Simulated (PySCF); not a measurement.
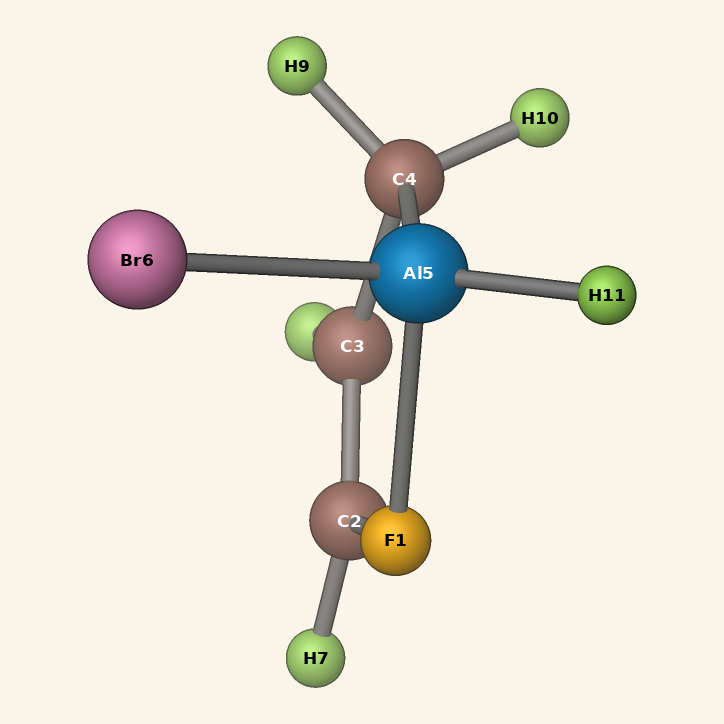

C2 lies behind F1. The molecule seen a little off the F1–C2 bond, F1 in front. Depth is shown by fading: the farther an atom, the more it takes the colour of the background. The computed structure is the end point of a PBE0-D3(BJ)/def2-SVP optimisation. No frequency run is at hand to confirm it as a minimum.

Question: What is the torsion angle Al5–F1–C2–C3? The sign is positive where the front bond must turn clockwise to cover the back bond.

Answer: 8°, synperiplanar (eclipsed).
